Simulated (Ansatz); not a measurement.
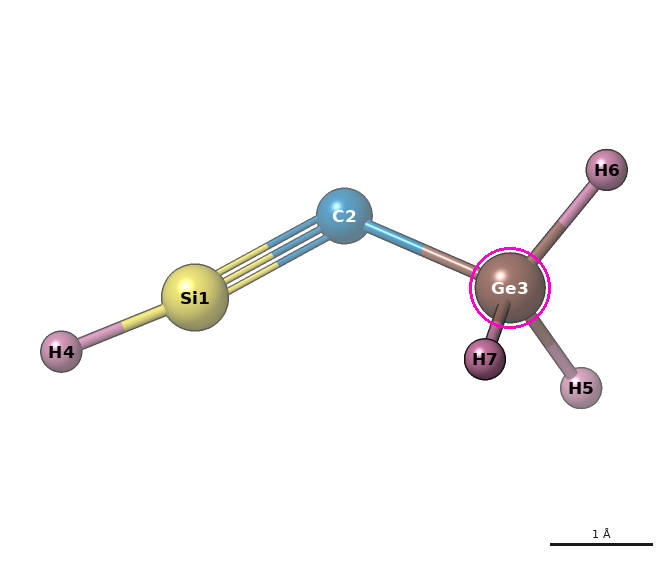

Source: calculation with Ansatz.

Orthographic view. Depth is shown by fading: the farther an atom, the more it takes the colour of the background. Geometry: atoms displaced at random (about 0.03 Å) from a stationary point of GFN2-xTB.

Which atoms are bonded to the circled atom?

Answer. The circled atom is Ge3; it is bonded to C2, H5, H6, H7.

What is the shortest path along bonds from the circled atom to H4?

Answer. Ge3–C2–Si1–H4, 3 bonds; through space the two are 4.50 Å apart.

Which two atoms are farthest apart in space?

Answer. H4 and H6, 5.72 Å.

Which atom is nearest the viewer?

Answer. H7, 1.5 Å in front of the mean position.
